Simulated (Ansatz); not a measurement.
The figure comes from a scan of MnSi (FeSi type, space group P2_13): the cell is scaled evenly about its relaxed volume V₀. The numbers are results of PBE (plane waves to 420 eV, PAW, scalar-relativistic; Ansatz, an electronic-structure program), not measurements. k mesh 10×10×10 (Γ-centred), Fermi-Dirac smearing 0.05 eV. Energies are smeared free energies. MnSi was relaxed with its symmetry unable to fall. Relaxed MnSi ends ferromagnetic. The PAW data are Ansatz's earlier set. The magnetic order is the one the run started from; other orders were not tried. The zero of ΔE is the relaxed starting cell.

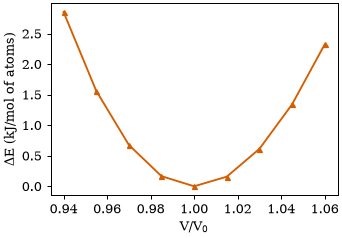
Figure. ΔE (kJ/mol of atoms) against V/V₀; markers are the computed points, lines only join them.

Problem. Turn the plot into a table (rounded to what can be read).

Solution. To the nearest 0.1:

| V/V₀ | ΔE (kJ/mol of atoms) |
|---|---|
| 0.940 | 2.9 |
| 0.955 | 1.6 |
| 0.970 | 0.7 |
| 0.985 | 0.2 |
| 1.000 | 0.0 |
| 1.015 | 0.2 |
| 1.030 | 0.6 |
| 1.045 | 1.3 |
| 1.060 | 2.3 |

(Under strain, the slope of the energy per volume gives the stress and its curvature an elastic modulus.)
